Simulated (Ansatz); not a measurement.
# SnSiN$_{2}$H$_{6}$: single-point calculation

SnSiN$_{2}$H$_{6}$, SMILES [NH2][SnH]1[NH][SiH2]1, computed with RHF-CCSD(T), frozen core/def2-TZVPP (Ansatz 0.2.0).

The geometry comes from this level: PBE0-D4/def2-TZVP.

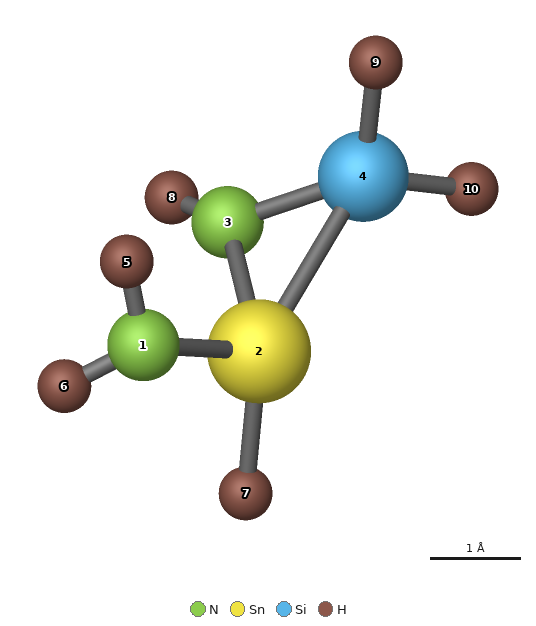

**Figure 1.** The structure (ball-and-stick view, seen at a tilt; atoms are numbered from 1 in the order of the input). Sticks mark near contacts. Bond lengths as drawn: H–N 1.01 Å, H–Si 1.49 Å, H–Sn 1.71 Å, N–Si 1.69 Å, N–Sn 2.02 to 2.11 Å and Si–Sn 2.47 Å.

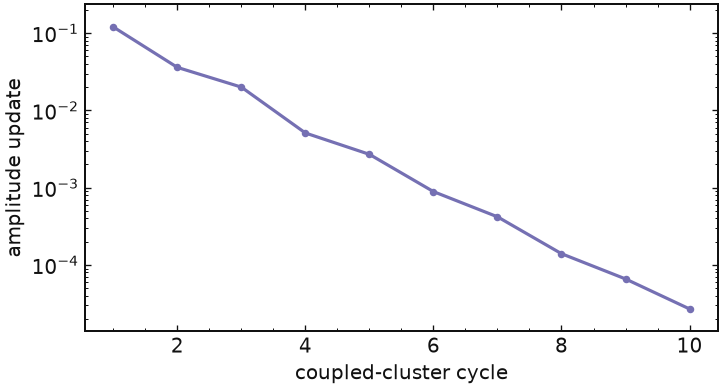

**Figure 2.** Convergence of the coupled-cluster equations: amplitude update against the coupled-cluster cycle. The residual falls at every step.

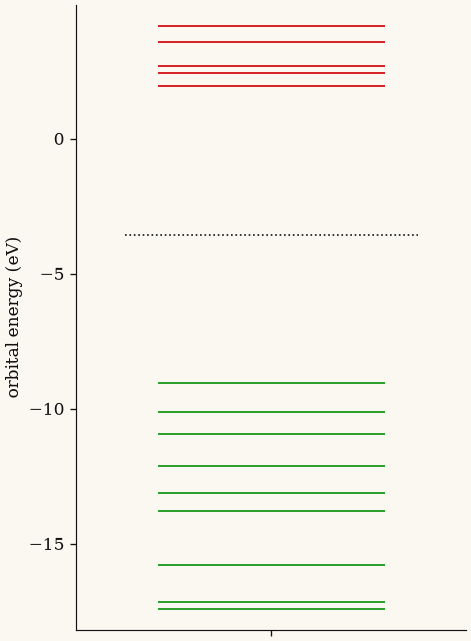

**Figure 3.** Orbital energies near the frontier; the dotted line parts filled from empty levels, and levels within 0.02 eV of each other stand side by side. Highest filled −9.05 eV, lowest empty 1.94 eV, 10.99 eV apart.

The input and output of the run follow.

**Input**
```yaml
crystal:
  periodic: [false, false, false]
  atoms:
    - {symbol: N, position_ang: [-0.258897, 2.244278, 0.367019]}
    - {symbol: Sn, position_ang: [0.778018, 0.509686, 0.295658]}
    - {symbol: N, position_ang: [-0.410762, -1.229253, 0.445240]}
    - {symbol: Si, position_ang: [0.194142, -1.427609, -1.121443]}
    - {symbol: H, position_ang: [-1.096479, 2.248836, -0.199596]}
    - {symbol: H, position_ang: [-0.503336, 2.542211, 1.302453]}
    - {symbol: H, position_ang: [1.889662, 0.627830, 1.586194]}
    - {symbol: H, position_ang: [-0.982197, -1.778454, 1.066006]}
    - {symbol: H, position_ang: [-0.704116, -1.283888, -2.303614]}
    - {symbol: H, position_ang: [1.176965, -2.504739, -1.435016]}
basis:
  gaussian: {orbitals: def2-TZVPP}
correlation: {method: ccsd_t}
output: {orbitals: {seedname: orbitals}}
```

Command:
```bash
ansatz run in.yaml --threads 4 --pin off --events-out ev --progress --plain --max-ram 10444MiB
```

**Log**
```
Functional definition: HF
  name "HF"
  cite "Fock, Z. Phys. 61, 126 (1930) doi:10.1007/BF01340294"
  parent pbe
  exchange = exact_x
  correlation = 0
1559 factors; integrals over basis functions are off by at most 9.2e-4 eV
mean field evaluation 1: about -16720.6814 eV, gradient 5.4e1 eV
mean field evaluation 2: about -16720.9017 eV, gradient 5.4e1 eV
mean field evaluation 4: about -16727.0727 eV, gradient 4.2e0 eV
mean field evaluation 8: about -16727.1621 eV, gradient 3.7e-1 eV
mean field evaluation 16: about -16727.1630 eV, gradient 1.2e-6 eV
mean field -16727.16304596 eV, -614.7119038609 hartree, gradient 1.2e-6 eV, S^2 0.000000; 0 other end points of the search recorded, 0 dependent functions left out
11 core orbitals not correlated: weight in the atoms' cores, before any rotation towards them, 1.000 or more for the frozen orbitals, at most 0.000 for the correlated occupied ones
reference -16727.16304596 eV, -614.7119038609 hartree; 17, 17 occupied and 210, 210 virtual orbitals, 1559 factors
second order -23.92746644 eV of doubles, -0.00000000 eV of singles
cycle   1  -23.77022636 eV  change    1.6e-1 eV  update   1.2e-1
cycle   2  -24.41025521 eV  change   -6.4e-1 eV  update   3.6e-2
cycle   3  -24.54675582 eV  change   -1.4e-1 eV  update   2.0e-2
cycle   4  -24.53155712 eV  change    1.5e-2 eV  update   5.1e-3
cycle   5  -24.52949835 eV  change    2.1e-3 eV  update   2.7e-3
cycle   6  -24.53049737 eV  change   -1.0e-3 eV  update   8.9e-4
cycle   7  -24.53019090 eV  change    3.1e-4 eV  update   4.2e-4
cycle   8  -24.53009340 eV  change    9.7e-5 eV  update   1.4e-4
cycle   9  -24.53015935 eV  change   -6.6e-5 eV  update   6.6e-5
cycle  10  -24.53016135 eV  change   -2.0e-6 eV  update   2.7e-5
perturbative correction -0.95898902 eV, -0.0352421966 hartree
Total energy: -16752.65219634 eV, -615.6486128598 hartree
```

**Key numbers**

- outcome: converged
- total energy: −16752.6522 eV
- mean-field energy: −16727.1630 eV
- CCSD correlation: −24.5302 eV
- (T) correction: −0.9590 eV
- T1 diagnostic: 0.014
- SCF solution under orbital rotations: stable
- HOMO: −9.05 eV
- LUMO: 1.94 eV
- hardware: 4 threads of Arm Neoverse V1, 23 GiB of memory available, shared host
- wall time: 2.7 min (CPU time 11 min)
- peak memory: 4.8 GiB
